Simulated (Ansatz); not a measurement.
# Run report: C2H3AlO, geometry relaxation (part 1 of 2)

- system: C2H3AlO
- method: RKS r2SCAN/def2-SVP (Ansatz 0.2.0)

It belongs to a series of runs on one base structure; here: end point B relaxed. Figures and captions count atoms from 1; the log counts them from 0 in places.

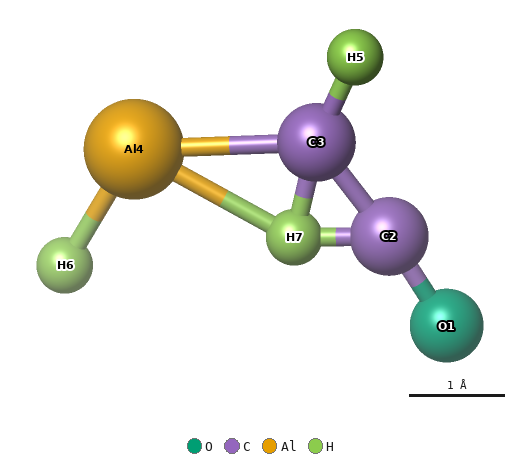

**Figure 1.** The starting structure (ball-and-stick view, seen at a tilt; atoms are numbered from 1 in the order of the input). Sticks mark near contacts.

Input file
```yaml
crystal:
  periodic: [false, false, false]
  atoms:
    - { symbol: O, position_ang: [-0.4278, -2.0528, 1.62863] }
    - { symbol: C, position_ang: [0.11588, -1.35, 0.87965] }
    - { symbol: C, position_ang: [0.62699, -0.50113, 0.04677] }
    - { symbol: Al, position_ang: [-0.38102, 1.07277, -0.56065] }
    - { symbol: H, position_ang: [1.62964, -0.64577, -0.33651] }
    - { symbol: H, position_ang: [-1.80584, 1.43186, -0.07579] }
    - { symbol: H, position_ang: [-0.30896, -0.47527, 0.60483] }
basis:
  gaussian: { orbitals: def2-SVP }
hamiltonian:
  xc: r2scan
relax:
  f_tol: 0.02
  max_steps: 50
```

Run on 2 threads of Intel Xeon @ 2.90GHz (Ice Lake), 16 GiB of memory available, shared host.

Command:
```bash
ansatz run input.yaml --threads 2 --pin off --max-ram 3072MiB --backend cpu --events-out ev --progress --plain --runs-dir out
```

Log
```
The last accepted step is kept in [file] (removed where the run ends without a failure and the disk answers)
Engine: ansatz 0.2.0, x86_64-unknown-linux-gnu
Functional definition: r2SCAN
  parameter k0 = 0.174
  parameter k1 = 0.065
  parameter a1 = 4.9479
  exchange = r2scan_x(k0 = k0, k1 = k1, a1 = a1)
  correlation = r2scan_c
826 factors; their error is unknown
mean field evaluation 1: about -10734.8708 eV, gradient 6.8e1 eV
mean field evaluation 2: about -10608.0678 eV, gradient 2.0e2 eV
mean field evaluation 4: about -10746.5668 eV, gradient 4.9e1 eV
mean field evaluation 8: about -10751.3403 eV, gradient 3.5e-1 eV
mean field evaluation 16: about -10751.3128 eV, gradient 7.9e-4 eV
mean field -10751.31275381 eV, -395.1034562011 hartree, gradient 2.6e-6 eV, S^2 0.000000; 0 other end points of the search recorded, 0 dependent functions left out
the calculation of the forces begins
reference -10751.31276339 eV, -395.1034565530 hartree; 18, 18 occupied and 57, 57 virtual orbitals, 826 factors
relax step   1: F+E_penalty+E_count = -10751.31275381 eV  Δ(F+E_penalty+E_count) = +0.000e0 eV  max|allowed force component| = 8.042e0 eV/Å  Δτ_max = 0.0000 Å  (32 SCF iters, accepted)
these checks for a lower state are left out or cut short: starts, cluster_reference, orbital_swaps, neighbouring_geometries, increment
826 factors; their error is unknown
mean field -10752.96875530 eV, -395.1643131333 hartree, gradient 2.4e-5 eV, S^2 0.000000; 0 other end points of the search recorded, 0 dependent functions left out
[... from here on the field's lines of each further geometry are left out, up to the last ...]
relax step   2: F+E_penalty+E_count = -10752.96875530 eV  Δ(F+E_penalty+E_count) = -1.656e0 eV  max|allowed force component| = 4.619e0 eV/Å  Δτ_max = 0.1958 Å  (40 SCF iters, accepted)
relax step   3: F+E_penalty+E_count = -10753.84872269 eV  Δ(F+E_penalty+E_count) = -8.800e-1 eV  max|allowed force component| = 2.354e0 eV/Å  Δτ_max = 0.1942 Å  (38 SCF iters, accepted)
relax step   4: F+E_penalty+E_count = -10754.43316278 eV  Δ(F+E_penalty+E_count) = -5.844e-1 eV  max|allowed force component| = 1.212e0 eV/Å  Δτ_max = 0.1983 Å  (38 SCF iters, accepted)
relax step   5: F+E_penalty+E_count = -10754.89054413 eV  Δ(F+E_penalty+E_count) = -4.574e-1 eV  max|allowed force component| = 9.762e-1 eV/Å  Δτ_max = 0.1953 Å  (38 SCF iters, accepted)
relax step   6: F+E_penalty+E_count = -10755.21115756 eV  Δ(F+E_penalty+E_count) = -3.206e-1 eV  max|allowed force component| = 1.255e0 eV/Å  Δτ_max = 0.1951 Å  (36 SCF iters, accepted)
relax step   7: F+E_penalty+E_count = -10755.41316799 eV  Δ(F+E_penalty+E_count) = -2.020e-1 eV  max|allowed force component| = 8.043e-1 eV/Å  Δτ_max = 0.1881 Å  (36 SCF iters, accepted)
relax step   8: F+E_penalty+E_count = -10755.65229669 eV  Δ(F+E_penalty+E_count) = -2.391e-1 eV  max|allowed force component| = 8.438e-1 eV/Å  Δτ_max = 0.1950 Å  (36 SCF iters, accepted)
relax step   9: F+E_penalty+E_count = -10755.92623085 eV  Δ(F+E_penalty+E_count) = -2.739e-1 eV  max|allowed force component| = 6.915e-1 eV/Å  Δτ_max = 0.1949 Å  (36 SCF iters, accepted)
relax step  10: F+E_penalty+E_count = -10756.13277976 eV  Δ(F+E_penalty+E_count) = -2.065e-1 eV  max|allowed force component| = 1.158e0 eV/Å  Δτ_max = 0.1951 Å  (30 SCF iters, accepted)
relax step  11: F+E_penalty+E_count = -10756.21151846 eV  Δ(F+E_penalty+E_count) = -7.874e-2 eV  max|allowed force component| = 1.699e0 eV/Å  Δτ_max = 0.1968 Å  (31 SCF iters, accepted)
relax step  12: F+E_penalty+E_count = -10756.31968324 eV  Δ(F+E_penalty+E_count) = -1.082e-1 eV  max|allowed force component| = 4.524e-1 eV/Å  Δτ_max = 0.2000 Å  (30 SCF iters, accepted)
relax step  13: F+E_penalty+E_count = -10756.36401309 eV  Δ(F+E_penalty+E_count) = -4.433e-2 eV  max|allowed force component| = 3.387e-1 eV/Å  Δτ_max = 0.1999 Å  (30 SCF iters, accepted)
relax step  14: F+E_penalty+E_count = -10756.38164238 eV  Δ(F+E_penalty+E_count) = -1.763e-2 eV  max|allowed force component| = 2.881e-1 eV/Å  Δτ_max = 0.1594 Å  (30 SCF iters, accepted)
relax step  15: F+E_penalty+E_count = -10756.37337165 eV  Δ(F+E_penalty+E_count) = +8.271e-3 eV  max|allowed force component| = 7.758e-1 eV/Å  Δτ_max = 0.1027 Å  (30 SCF iters, rejected (line search))
relax step  16: F+E_penalty+E_count = -10756.38418215 eV  Δ(F+E_penalty+E_count) = -2.540e-3 eV  max|allowed force component| = 1.895e-1 eV/Å  Δτ_max = 0.0393 Å  (30 SCF iters, accepted)
relax step  17: F+E_penalty+E_count = -10756.38730300 eV  Δ(F+E_penalty+E_count) = -3.121e-3 eV  max|allowed force component| = 1.246e-1 eV/Å  Δτ_max = 0.0973 Å  (30 SCF iters, accepted)
relax step  18: F+E_penalty+E_count = -10756.38456809 eV  Δ(F+E_penalty+E_count) = +2.735e-3 eV  max|allowed force component| = 4.427e-1 eV/Å  Δτ_max = 0.1361 Å  (29 SCF iters, rejected (line search))
relax step  19: F+E_penalty+E_count = -10756.38982107 eV  Δ(F+E_penalty+E_count) = -2.518e-3 eV  max|allowed force component| = 4.035e-2 eV/Å  Δτ_max = 0.0681 Å  (29 SCF iters, accepted)
relax step  20: F+E_penalty+E_count = -10756.39127183 eV  Δ(F+E_penalty+E_count) = -1.451e-3 eV  max|allowed force component| = 1.165e-1 eV/Å  Δτ_max = 0.0732 Å  (29 SCF iters, accepted)
relax step  21: F+E_penalty+E_count = -10756.38913422 eV  Δ(F+E_penalty+E_count) = +2.138e-3 eV  max|allowed force component| = 3.402e-1 eV/Å  Δτ_max = 0.1097 Å  (29 SCF iters, rejected (line search))
relax step  22: F+E_penalty+E_count = -10756.39307628 eV  Δ(F+E_penalty+E_count) = -1.804e-3 eV  max|allowed force component| = 6.405e-2 eV/Å  Δτ_max = 0.0549 Å  (30 SCF iters, accepted)
relax step  23: F+E_penalty+E_count = -10756.39463883 eV  Δ(F+E_penalty+E_count) = -1.563e-3 eV  max|allowed force component| = 9.915e-2 eV/Å  Δτ_max = 0.0556 Å  (29 SCF iters, accepted)
relax step  24: F+E_penalty+E_count = -10756.39590383 eV  Δ(F+E_penalty+E_count) = -1.265e-3 eV  max|allowed force component| = 2.549e-1 eV/Å  Δτ_max = 0.0835 Å  (29 SCF iters, accepted)
relax step  25: F+E_penalty+E_count = -10756.40120700 eV  Δ(F+E_penalty+E_count) = -5.303e-3 eV  max|allowed force component| = 2.037e-2 eV/Å  Δτ_max = 0.1265 Å  (29 SCF iters, accepted)
relax step  26: F+E_penalty+E_count = -10756.40137078 eV  Δ(F+E_penalty+E_count) = -1.638e-4 eV  max|allowed force component| = 2.972e-1 eV/Å  Δτ_max = 0.0870 Å  (29 SCF iters, accepted)
relax step  27: F+E_penalty+E_count = -10756.40134979 eV  Δ(F+E_penalty+E_count) = +2.099e-5 eV  max|allowed force component| = 1.396e-1 eV/Å  Δτ_max = 0.0578 Å  (29 SCF iters, rejected (line search))
relax step  28: F+E_penalty+E_count = -10756.40383086 eV  Δ(F+E_penalty+E_count) = -2.460e-3 eV  max|allowed force component| = 2.304e-2 eV/Å  Δτ_max = 0.0288 Å  (30 SCF iters, accepted)
the calculation of the forces begins
reference -10756.40401042 eV, -395.2905564306 hartree; 18, 18 occupied and 57, 57 virtual orbitals, 826 factors
relax step  29: F+E_penalty+E_count = -10756.40400033 eV  Δ(F+E_penalty+E_count) = -1.695e-4 eV  max|allowed force component| = 1.186e-2 eV/Å  Δτ_max = 0.0244 Å  (31 SCF iters, accepted)
```

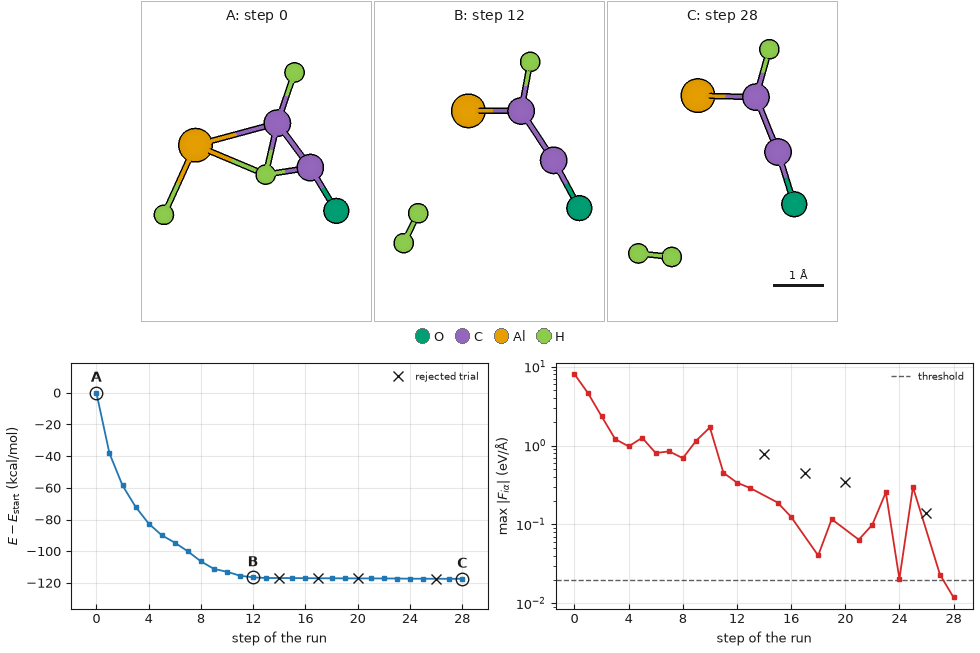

**Figure 2.** Frames of the relaxation (ball-and-stick view, seen at a tilt) above the curves, on which the letters mark them (the first geometry is step 0 here and step 1 in the log).

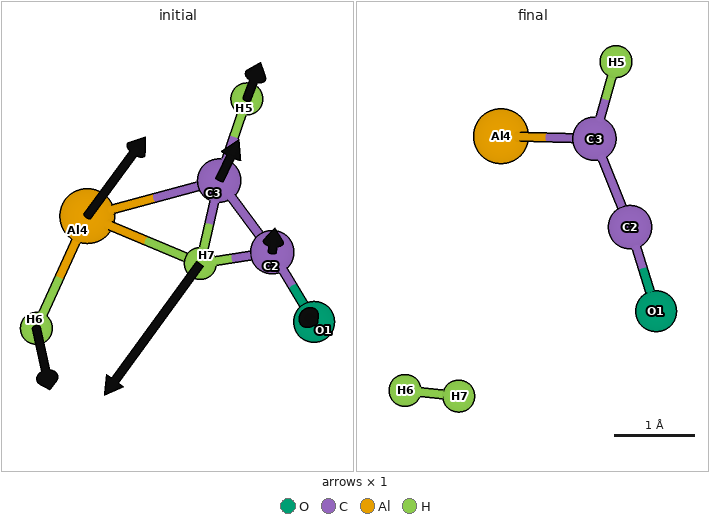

**Figure 3.** Before (left) and after (right) the relaxation, at one scale (ball-and-stick view, seen at a tilt). The black arrows give the displacements, at true length. H7 moves most after the best rigid fit: 2.06 Å. By element the largest moves are H 2.06 Å, Al 1.44 Å, C 0.59 Å, O 0.42 Å. Among the contacts that change: C3–H7 1.090 → 3.671 Å, Al4–H6 1.547 → 3.771 Å, C2–H7 1.011 → 3.028 Å, Al4–H7 1.939 → 3.836 Å. New bonds form: H6–H7 (2.52 → 0.76 Å). Bonds break: Al4–H6 (1.55 → 3.77 Å), C2–H7 (1.01 → 3.03 Å), C3–H7 (1.09 → 3.67 Å). After 28 geometry steps the energy has fallen by 117.4 kcal/mol. The largest force component goes from 8 to 0.012 eV/Å. The line search rejected the trial steps at points 14, 17, 20, 26 (counted from 0) and went back. (Atoms are counted from 1 in the order of the input.)

```
826 factors; their error is unknown
mean field -10756.40400033 eV, -395.2905560596 hartree, gradient 2.0e-5 eV, S^2 0.000000; 1 other end points of the search recorded, 0 dependent functions left out
the calculation of the forces begins
reference -10756.40401042 eV, -395.2905564306 hartree; 18, 18 occupied and 57, 57 virtual orbitals, 826 factors
Total energy: -10756.40401042 eV, -395.2905564306 hartree
Atom 0 at    -0.539893    -1.724842     1.407990 Å, force    -0.000271     0.004701    -0.001828 eV/Å
Atom 1 at     0.236845    -1.358447     0.612471 Å, force     0.011016    -0.000986    -0.004100 eV/Å
Atom 2 at     0.992268    -0.865467    -0.343696 Å, force    -0.004535     0.010178    -0.011859 eV/Å
Atom 3 at     0.311969     0.370429    -1.735650 Å, force    -0.002616    -0.003349     0.005744 eV/Å
Atom 4 at     2.055310    -1.131185    -0.389541 Å, force    -0.002487    -0.009063     0.011308 eV/Å
Atom 5 at    -1.848319     1.438763     1.164163 Å, force    -0.000218    -0.000349     0.001334 eV/Å
Atom 6 at    -1.759290     0.750409     1.471192 Å, force    -0.000889    -0.001132    -0.000600 eV/Å
Dipole moment:     0.258971     0.046479    -0.157209 e Å
```

Trajectory as extended XYZ (Å, eV, eV/Å), 29 frames, from step=1 to step=29
```
7
Properties=species:S:1:pos:R:3:forces:R:3 step=1 energy=-10751.31275
O    -0.4278   -2.0528    1.6286   -1.5088  -2.4726   2.4326
C     0.1159   -1.3500    0.8797    3.6374  -6.8587   1.8182
C     0.6270   -0.5011    0.0468    4.9425  -0.1568  -3.0119
Al   -0.3810    1.0728   -0.5606    0.6557   1.5662  -1.4436
H     1.6296   -0.6458   -0.3365    0.9907   0.2698  -0.5728
H    -1.8058    1.4319   -0.0758   -0.8863  -0.3896   0.7048
H    -0.3090   -0.4753    0.6048   -7.8312   8.0417   0.0726
7
Properties=species:S:1:pos:R:3:forces:R:3 step=2 energy=-10752.96875
O    -0.4760   -2.0744    1.6647    0.2318   0.0279  -0.1999
C     0.0801   -1.3685    0.8809    1.3304  -3.5397   0.8030
C     0.6287   -0.5174   -0.0009    1.8092  -1.7364  -0.4047
Al   -0.3072    1.1555   -0.6606   -0.2559   0.8986  -0.5729
H     1.6749   -0.6297   -0.3415    0.1165   0.1827   0.0010
H    -1.7842    1.2654    0.0251    0.1369  -0.4519   0.2416
H    -0.3674   -0.3514    0.6191   -3.3689   4.6187   0.1318
7
Properties=species:S:1:pos:R:3:forces:R:3 step=3 energy=-10753.84872
O    -0.5067   -2.0950    1.6529    0.6140   0.6770  -0.9781
C     0.0492   -1.3932    0.8643    0.4036  -1.7438   0.3328
C     0.6300   -0.5515   -0.0233   -0.4789  -1.3245   0.7459
Al   -0.2849    1.2084   -0.7431   -0.3850   0.3034  -0.2518
H     1.6896   -0.6315   -0.3328   -0.0759   0.1364   0.2708
H    -1.7416    1.1103    0.0901    0.5164  -0.4026   0.1683
H    -0.3868   -0.1677    0.6789   -0.5941   2.3542  -0.2879
7
Properties=species:S:1:pos:R:3:forces:R:3 step=4 energy=-10754.43316
O    -0.5261   -2.1154    1.6244    0.2766   0.5226  -0.8002
C     0.0195   -1.4230    0.8420    0.5096  -1.2122   0.2211
C     0.6025   -0.5891   -0.0353   -1.0507  -0.1626   1.0386
Al   -0.3004    1.2291   -0.8470   -0.2856   0.0092  -0.2283
H     1.6836   -0.6122   -0.2733   -0.2988   0.0213   0.3299
H    -1.6426    0.9683    0.1868    0.6289  -0.3479   0.3065
H    -0.3876    0.0220    0.6892    0.2199   1.1697  -0.8677
7
Properties=species:S:1:pos:R:3:forces:R:3 step=5 energy=-10754.89054
O    -0.5316   -2.1477    1.5963   -0.4196  -0.2477   0.1024
C     0.0067   -1.4531    0.8366    0.9762  -0.5334  -0.2920
C     0.5697   -0.6023   -0.0122   -0.6565   0.6889   0.5873
Al   -0.3289    1.2345   -0.9436   -0.1080  -0.2360  -0.1586
H     1.6558   -0.5879   -0.2087   -0.3096  -0.1055   0.2126
H    -1.5119    0.8686    0.2924    0.6415  -0.1978   0.3964
H    -0.4108    0.1675    0.6261   -0.1241   0.6316  -0.8480
7
Properties=species:S:1:pos:R:3:forces:R:3 step=6 energy=-10755.21116
O    -0.5275   -2.1942    1.5653   -0.9591  -1.0576   0.9284
C     0.0098   -1.4775    0.8412    1.2546   0.3483  -0.8169
C     0.5429   -0.5840    0.0387    0.1117   0.6822  -0.3530
Al   -0.3562    1.2109   -1.0340    0.1325  -0.4388  -0.0123
H     1.6217   -0.5624   -0.1562   -0.0746  -0.1944   0.0747
H    -1.3577    0.8240    0.4032    0.1343   0.1282   0.2049
H    -0.4842    0.2628    0.5288   -0.5994   0.5321  -0.0257
```
